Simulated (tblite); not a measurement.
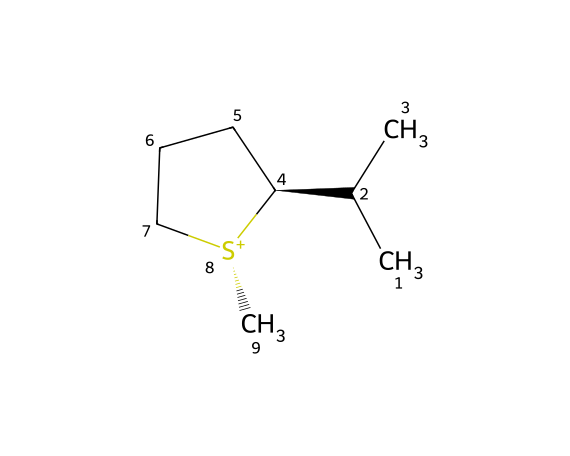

Skeletal drawing with numbered atoms; wedges and dashes mark any stereocentres. The configuration is that of a computed structure (GFN2-xTB).

What are the Cahn–Ingold–Prelog descriptors?

C4: S; S8: R.

Write the isomeric SMILES.

CC(C)[C@@H]1CCC[S@@+]1C
